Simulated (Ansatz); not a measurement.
## (ZnO)1(SiC)3 [0001] superlattice, started as wurtzite: from the cell to its phonons

Wanted: phonon frequencies of (ZnO)1(SiC)3 [0001] superlattice, started as wurtzite and what follows from them.

Main program and level: Ansatz 0.2.0; DFT PBEsol, scalar-relativistic, plane waves, PAW.

The structure was built from a prototype and need not be the compound's stable phase.

**1. Starting point**

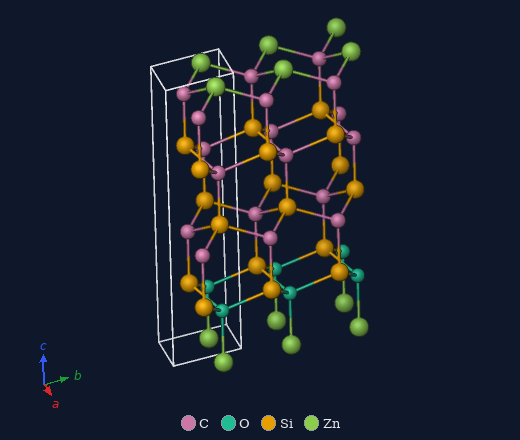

The cell as given, slightly off an axis (carbon pink, oxygen teal, silicon orange, zinc green). 2×3×1 cells are drawn. Some periodic images of atoms are drawn too.

**2. Coarse relaxation**

The start is far from rest, so a relaxation with loose tolerances brings it close first.

input.yaml

```yaml
crystal:
  lattice:
    - [3.1225, 0.0, 0.0]
    - [-1.56125, 2.70416, 0.0]
    - [0.0, 0.0, 10.18]
  atoms:
    - { symbol: C, position: [0.666667, 0.333333, 0.4375] }
    - { symbol: C, position: [0.333333, 0.666667, 0.6875] }
    - { symbol: C, position: [0.666667, 0.333333, 0.9375] }
    - { symbol: O, position: [0.333333, 0.666667, 0.1875] }
    - { symbol: Si, position: [0.666667, 0.333333, 0.25] }
    - { symbol: Si, position: [0.333333, 0.666667, 0.5] }
    - { symbol: Si, position: [0.666667, 0.333333, 0.75] }
    - { symbol: Zn, position: [0.333333, 0.666667, 0.0] }
kpoints:
  mp_grid: { grid: [9, 9, 2] }
hamiltonian:
  xc: pbesol
scf:
  occupations: { method: gaussian, width: 0.1 }
output:
  forces: true
  stress: true
  eigenvalues: true
relax:
  adjacent_minimum: "off"
  f_tol: 0.05
  max_steps: 80
  cell: { stress_tol: 0.5 }
```

Command:

```sh
> ansatz run input.yaml --threads 8 --pin off --max-ram 14336MiB --backend cpu --events-out ev --progress --plain --runs-dir out
```

Numbers of over 12 decimals in the logs are rounded to 6 here.

The program printed:

```text
[...]
atoms:
    - { symbol: C, position: [0.666667, 0.333333, 0.440127] }
    - { symbol: C, position: [0.333333, 0.666667, 0.680788] }
    - { symbol: C, position: [0.666667, 0.333333, 0.920115] }
    - { symbol: O, position: [0.333333, 0.666667, 0.216750] }
    - { symbol: Si, position: [0.666667, 0.333333, 0.264440] }
    - { symbol: Si, position: [0.333333, 0.666667, 0.503895] }
    - { symbol: Si, position: [0.666667, 0.333333, 0.744409] }
    - { symbol: Zn, position: [0.333333, 0.666667, -0.020524] }
[key lines of the parts left out:]
SCF converged after 6 iterations
Free energy (F): -6444.167327 eV
Fermi energy:    9.949759 eV
P = ⅓ Tr σ = 0.1716 GPa (1.716 kbar)
```

It took 8.2 s on 8 threads of Arm Neoverse V2, shared host; peak memory 0.49 GiB; 56 s of CPU time.

Relaxation path:

| step | energy less that of the first step (eV) | largest force component (eV/Å) | pressure (GPa) | volume (Å³) |
| --- | --- | --- | --- | --- |
| 1 | 0.0000 | 3.3199 | 3.55 | 85.96 |
| 2 | -0.3077 | 2.0837 | 1.53 | 86.78 |
| 3 | -0.5232 | 0.8214 | 0.77 | 87.48 |
| 4 | -0.5862 | 0.3976 | -0.50 | 88.94 |
| 5 | -0.6048 | 0.2198 | 0.22 | 88.94 |
| 6 | -0.6130 | 0.0905 | 0.35 | 89.35 |
| 7 | -0.6131 | 0.0207 | -0.01 | 89.57 |
| 8* | -0.6248 | 0.0191 | 0.17 | 89.57 |

Relaxation steps marked * repeat the geometry before them on a plane-wave basis chosen anew for their cell, so energy and pressure can jump there.

Forces are held to the 6 operations that the run works with; a distortion that breaks them can't arise in this run.

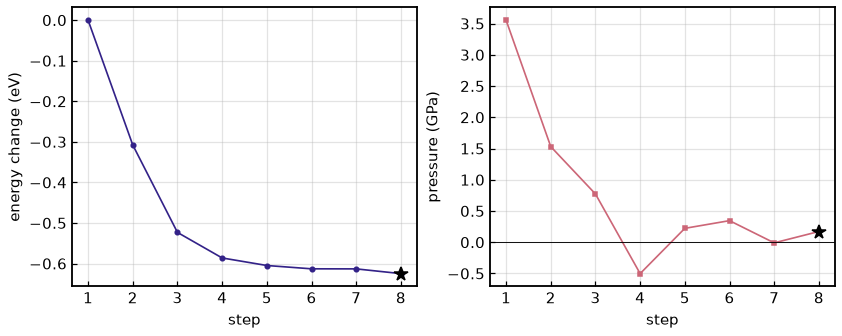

Energy and pressure along the relaxation. Stars mark steps on a basis chosen anew.

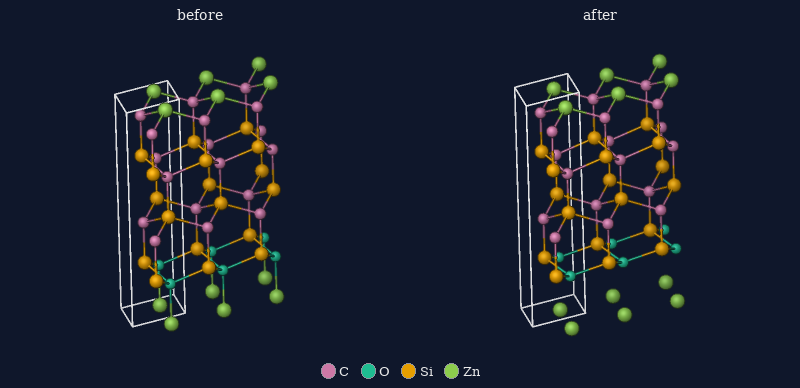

The structure before and after the relaxation, drawn at the same scale. Bonds to atoms that aren't drawn are left out.

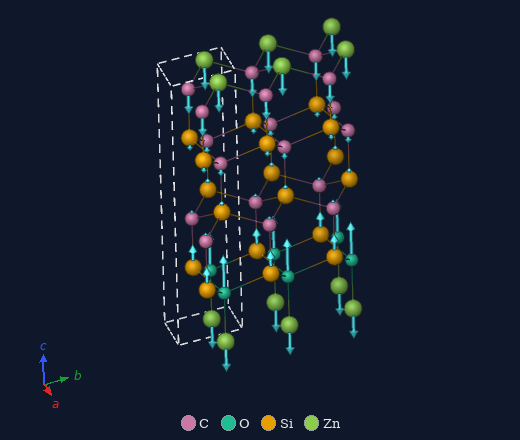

Displacements in the relaxation, exaggerated, measured against the changing cell; the longest in the cell stands for 0.31 Å. 2×3×1 cells are drawn. Some periodic images of atoms are drawn too.

| conventional cell, symmetrised | before | after | change |
| --- | --- | --- | --- |
| a (Å) | 3.122 | 3.136 | +0.4 % |
| b (Å) | 3.122 | 3.136 | +0.4 % |
| c (Å) | 10.180 | 10.514 | +3.3 % |
| volume (Å³/atom) | 10.74 | 11.20 | +4.2 % |

The atoms that moved most (Å, as changes of fractional coordinates times the final cell):

| atom | dx | dy | dz | length |
| --- | --- | --- | --- | --- |
| O4 | 0.000 | 0.000 | 0.308 | 0.308 |
| Zn8 | 0.000 | 0.000 | -0.216 | 0.216 |
| C3 | 0.000 | 0.000 | -0.183 | 0.183 |
| Si5 | 0.000 | 0.000 | 0.152 | 0.152 |
| C2 | 0.000 | 0.000 | -0.071 | 0.071 |
| Si7 | 0.000 | 0.000 | -0.059 | 0.059 |
| Si6 | 0.000 | 0.000 | 0.041 | 0.041 |
| C1 | 0.000 | 0.000 | 0.028 | 0.028 |

Numbers from this step:

| Property | Result |
| --- | --- |
| pressure | 0.1716 GPa |
| volume per atom | 11.20 Å³ |
| gap on the k-mesh | 0 eV |

In this step the volume went from 10.74 to 11.20 Å³/atom.

**3. Bringing the structure to rest**

Harmonic phonons are second derivatives at a point where the forces vanish, and they are wanted at zero stress, so atoms and cell are relaxed first.

input.yaml

```yaml
crystal:
  lattice:
    - [3.1363184915, 0.0, 0.0]
    - [-1.5681592457, 2.716131488, 0.0]
    - [0.0, 0.0, 10.5141078758]
  atoms:
    - { symbol: C, position: [0.6666666667, 0.3333333333, 0.4401266698] }
    - { symbol: C, position: [0.3333333333, 0.6666666667, 0.6807881663] }
    - { symbol: C, position: [0.6666666667, 0.3333333333, 0.9201152849] }
    - { symbol: O, position: [0.3333333333, 0.6666666667, 0.2167502741] }
    - { symbol: Si, position: [0.6666666667, 0.3333333333, 0.2644397625] }
    - { symbol: Si, position: [0.3333333333, 0.6666666667, 0.503894799] }
    - { symbol: Si, position: [0.6666666667, 0.3333333333, 0.7444088884] }
    - { symbol: Zn, position: [0.3333333333, 0.6666666667, -0.020523845] }
kpoints:
  mp_grid: { grid: [15, 15, 4] }
hamiltonian:
  xc: pbesol
scf:
  occupations: { method: gaussian, width: 0.1 }
output:
  forces: true
  stress: true
  eigenvalues: true
relax:
  adjacent_minimum: "off"
  f_tol: 0.005
  max_steps: 80
  cell: { stress_tol: 0.05 }
```

The program printed:

```text
[...]
Crystal: 8 atoms, lattice volume = 89.566 Å³
Basis set: ecut = 420 eV, 1739 PW (Γ), exchange–correlation on 48×48×144 points (8 copies of the dense FFT grid, shifted against one another)
Bands: 29, of which v1, the nominal top of the filled ones, is band 21 counted from 1 (20 counted from 0)
Symmetry: 6 space group operations
[...]
k-points: 100 of 900 (time reversal used)
[...]
atoms:
    - { symbol: C, position: [0.666667, 0.333333, 0.440648] }
    - { symbol: C, position: [0.333333, 0.666667, 0.680467] }
    - { symbol: C, position: [0.666667, 0.333333, 0.919102] }
    - { symbol: O, position: [0.333333, 0.666667, 0.217798] }
    - { symbol: Si, position: [0.666667, 0.333333, 0.265314] }
    - { symbol: Si, position: [0.333333, 0.666667, 0.503938] }
    - { symbol: Si, position: [0.666667, 0.333333, 0.743753] }
    - { symbol: Zn, position: [0.333333, 0.666667, -0.021020] }
[key lines of the parts left out:]
SCF converged after 7 iterations
Free energy (F): -6444.188321 eV
Fermi energy:    9.882398 eV
P = ⅓ Tr σ = 0.0056 GPa (0.056 kbar)
```

Elapsed: 17 s, on 8 threads; peak memory 0.64 GiB; 2.2 min of CPU time.

Relaxation path:

| step | energy less that of the first step (eV) | largest force component (eV/Å) | pressure (GPa) | volume (Å³) |
| --- | --- | --- | --- | --- |
| 1 | 0.0000 | 0.0602 | 0.34 | 89.57 |
| 2 | -0.0002 | 0.0377 | 0.15 | 89.72 |
| 3 | -0.0001 | 0.0098 | -0.02 | 89.90 |
| 4 | -0.0001 | 0.0039 | -0.01 | 89.89 |
| 5* | -0.0010 | 0.0038 | 0.01 | 89.89 |

Relaxation steps marked * repeat the geometry before them on a plane-wave basis chosen anew for their cell, so energy and pressure can jump there.

Forces are held to the 6 operations that the run works with; a distortion that breaks them can't arise in this run.

| conventional cell, symmetrised | before | after | change |
| --- | --- | --- | --- |
| a (Å) | 3.136 | 3.136 | -0.0 % |
| b (Å) | 3.136 | 3.136 | -0.0 % |
| c (Å) | 10.514 | 10.554 | +0.4 % |
| volume (Å³/atom) | 11.20 | 11.24 | +0.4 % |

The atoms that moved most (Å, as changes of fractional coordinates times the final cell):

| atom | dx | dy | dz | length |
| --- | --- | --- | --- | --- |
| O4 | 0.000 | 0.000 | 0.011 | 0.011 |
| C3 | 0.000 | 0.000 | -0.011 | 0.011 |
| Si5 | 0.000 | 0.000 | 0.009 | 0.009 |
| Si7 | 0.000 | 0.000 | -0.007 | 0.007 |
| C1 | 0.000 | 0.000 | 0.006 | 0.006 |
| Zn8 | 0.000 | 0.000 | -0.005 | 0.005 |

This step gave:

| Item | Value |
| --- | --- |
| pressure | 0.005600 GPa |
| volume per atom | 11.24 Å³ |

In this step the volume went from 11.20 to 11.24 Å³/atom.

**4. Relaxing to small forces for the phonons**

Phonons need a cell at rest on their own settings, so the relaxation is repeated with tight tolerances on forces and stress, using the mesh and the filling of the phonon run that follows.

input.yaml

```yaml
crystal:
  lattice:
    - [3.1361081323, 0.0, 0.0]
    - [-1.5680540661, 2.7159493116, 0.0]
    - [0.0, 0.0, 10.5540045197]
  atoms:
    - { symbol: C, position: [0.6666666667, 0.3333333333, 0.440647861] }
    - { symbol: C, position: [0.3333333333, 0.6666666667, 0.680466788] }
    - { symbol: C, position: [0.6666666667, 0.3333333333, 0.9191019418] }
    - { symbol: O, position: [0.3333333333, 0.6666666667, 0.2177982911] }
    - { symbol: Si, position: [0.6666666667, 0.3333333333, 0.2653139866] }
    - { symbol: Si, position: [0.3333333333, 0.6666666667, 0.5039379603] }
    - { symbol: Si, position: [0.6666666667, 0.3333333333, 0.7437528234] }
    - { symbol: Zn, position: [0.3333333333, 0.6666666667, -0.0210196521] }
kpoints:
  mp_grid: { grid: [15, 15, 4] }
hamiltonian:
  xc: pbesol
scf:
  occupations: { method: methfessel_paxton, width: 0.2 }
output:
  forces: true
  stress: true
  eigenvalues: true
relax:
  adjacent_minimum: "off"
  f_tol: 0.001
  max_steps: 60
  cell: { stress_tol: 0.01 }
```

The program printed:

```text
[...]
Crystal: 8 atoms, lattice volume = 89.894 Å³
Basis set: ecut = 420 eV, 1739 PW (Γ), exchange–correlation on 48×48×144 points (8 copies of the dense FFT grid, shifted against one another)
Bands: 29, of which v1, the nominal top of the filled ones, is band 21 counted from 1 (20 counted from 0)
Symmetry: 6 space group operations
[...]
k-points: 100 of 900 (time reversal used)
[...]
atoms:
    - { symbol: C, position: [0.666667, 0.333333, 0.440725] }
    - { symbol: C, position: [0.333333, 0.666667, 0.680449] }
    - { symbol: C, position: [0.666667, 0.333333, 0.918985] }
    - { symbol: O, position: [0.333333, 0.666667, 0.218012] }
    - { symbol: Si, position: [0.666667, 0.333333, 0.265480] }
    - { symbol: Si, position: [0.333333, 0.666667, 0.504028] }
    - { symbol: Si, position: [0.666667, 0.333333, 0.743728] }
    - { symbol: Zn, position: [0.333333, 0.666667, -0.021406] }
[key lines of the parts left out:]
SCF converged after 5 iterations
Free energy (F): -6444.182265 eV
Fermi energy:    9.874784 eV
P = ⅓ Tr σ = 0.0004 GPa (0.004 kbar)
```

Elapsed: 27 s, on 8 threads; peak memory 0.65 GiB; 3.4 min of CPU time.

Little changed from the start: no atom moved by 0.005 Å and no cell edge by 0.1 %.

This step gave:

```
pressure : 3.81e-4 GPa
```

The largest force component left is 0.18 meV/Å and the pressure is 0.000 GPa, within the tolerances set. The cell now holds 11.24 Å³/atom.

**5. Zone-centre response**

The zone centre is the only wavevector solved here; it holds the modes that light can see, as far as symmetry allows. No field response is asked, since the mesh shows no gap.

input.yaml

```yaml
crystal:
  lattice:
    - [3.1360746989, 0.0, 0.0]
    - [-1.5680373494, 2.7159203574, 0.0]
    - [0.0, 0.0, 10.5585805582]
  atoms:
    - { symbol: C, position: [0.6666666667, 0.3333333333, 0.4407251487] }
    - { symbol: C, position: [0.3333333333, 0.6666666667, 0.6804485847] }
    - { symbol: C, position: [0.6666666667, 0.3333333333, 0.9189847723] }
    - { symbol: O, position: [0.3333333333, 0.6666666667, 0.2180123205] }
    - { symbol: Si, position: [0.6666666667, 0.3333333333, 0.2654798] }
    - { symbol: Si, position: [0.3333333333, 0.6666666667, 0.5040276791] }
    - { symbol: Si, position: [0.6666666667, 0.3333333333, 0.7437278325] }
    - { symbol: Zn, position: [0.3333333333, 0.6666666667, -0.0214061376] }
kpoints:
  mp_grid: { grid: [15, 15, 4] }
hamiltonian:
  xc: pbesol
scf:
  occupations: { method: methfessel_paxton, width: 0.2 }
output:
  eigenvalues: true
phonons:
  method: dfpt
```

The program printed:

```text
[...]
Crystal: 8 atoms, lattice volume = 89.931 Å³
Basis set: ecut = 420 eV, 1739 PW (Γ), exchange–correlation on 48×48×144 points (8 copies of the dense FFT grid, shifted against one another)
Bands: 29, of which v1, the nominal top of the filled ones, is band 21 counted from 1 (20 counted from 0)
Symmetry: 6 space group operations
k-points: 248 of 900 (irreducible under 2 space group operations, time reversal used)
[...]
SCF iter   1: F=—  HF=-6444.254601 eV  |F-HF|=—  |Δ(HF+E_count)|=         —  Δρ=1.45e-2  dr2=5.36e-1  ethr=1.77e-3  ⟨swp⟩=6.0  Hψ=36286  notcnv=0
[...]
SCF iter  16: F=-6444.182265 eV  HF=-6444.182265 eV  |F-HF|=1.82e-12  |Δ(HF+E_count)|=  7.28e-12  S|Δr|=    0.00e0  Δρ=2.80e-8  dr2=1.87e-12  ethr=1.00e-12  ⟨swp⟩=10.6  Hψ=39269  notcnv=0
SCF 1 converged in 16 iterations: F = -6444.182265 eV  dr2 = 1.87e-12
[...]
DFPT response loops at Γ: preconditioner auto → Kerker (q_TF=auto, 2.403 Å⁻¹) (partly filled bands, converged f_vac=0.000); β = 1.00, the filter's whole step (`scf.mixing.beta` (0.50) is not read by the response loops under this deck's `scf.mixing.preconditioner`; to damp them name `kerker` or `kerker_dos`, under which they read `scf.mixing.beta`, and type it under 1.00, their step now; both keys bind the ground state too); Broyden in place of MSR1
SCF converged after 16 iterations
[...]
Free energy (F): -6444.182265 eV
[...]
Internal energy: -6444.182843 eV  (E = F + TS)
E sigma→0 (E₀):  -6444.182410 eV
Entropy (-TS):   0.000577 eV (0.072 meV/atom)
Fermi energy:    9.874784 eV
[...]
--- Band table (eV; the first three rows and the last of 248) ---
  k-point 0: bands = [... 17 lower, 8.2233, 8.3670, 8.3670, 11.4467, 11.4467, 13.0668, 13.7885, 14.3339, ... 4 higher]
  k-point 1: bands = [... 17 lower, 8.3679, 8.3679, 8.5387, 11.4465, 11.4465, 13.0406, 13.6412, 14.3298, ... 4 higher]
  k-point 2: bands = [... 17 lower, 8.3687, 8.3687, 8.7502, 11.4466, 11.4466, 13.0044, 13.5244, 14.3259, ... 4 higher]
  k-point 247: bands = [... 17 lower, 5.6508, 6.6355, 7.7207, 8.4179, 10.9807, 11.7758, 13.1623, 13.4702, ... 4 higher]
--- Phonons (Γ-DFPT): 16 representative perturbations + reference, on 248 of 900 k-points (Σ response iterations 55) ---
  k mesh reduced under 2 symmetry operations, with k and −k counted as one. Each operation leaves every solved perturbation unchanged. A smaller set is not used because it would not reduce the number of displacements times k-points to solve
  ASR residual: 8.353e-5 → 0.000e0 eV/Å²; symmetrization residual: 8.401e-6 eV/Å²
  ASR residual per site (eV/Å²): 4.54e-5 2.90e-5 2.08e-5 5.04e-5 6.25e-5 6.19e-5 8.35e-5 1.58e-5
  Γ frequencies (cm⁻¹): 0.00 0.00 0.00 80.29 80.29 150.14 163.83 163.83 227.10 227.10 298.41 327.43 327.43 422.60 540.74 620.95 620.95 672.92 672.92 694.40 694.40 765.95 829.69 867.47
  non-analytic LO–TO correction: not included (Born effective charges unavailable; polar crystals: no LO–TO splitting at Γ)
```

The job ended after 2.2 min (8 threads; peak memory 2.6 GiB; 16 min of CPU time).

Reading the cycles: dr2 is the Hartree energy of the density residual (eV), the measure of convergence; HF is the Harris–Foulkes estimate of the energy, which meets the free energy F at convergence.

Numbers from this step:

| Quantity | Value |
| --- | --- |
| sum-rule residual before enforcement | 8.35e-5 eV/Å² |
| point group | 3m |
| highest optical mode at the zone centre (no LO-TO term) | 867.5 cm⁻¹ |
| lowest optical zone-centre mode | 80.29 cm⁻¹ |

(Part 1 of 2 ends here.)

[Logs are printed without paths, hosts, clocks, repeated set-up lines and the standing remarks that a program may print on its own settings, such as how far it seeks lower states.]

[Hosts, paths, dates, database ids (printed as entryN), source tags and the programs' standing remarks are cut or masked in the printed files.]
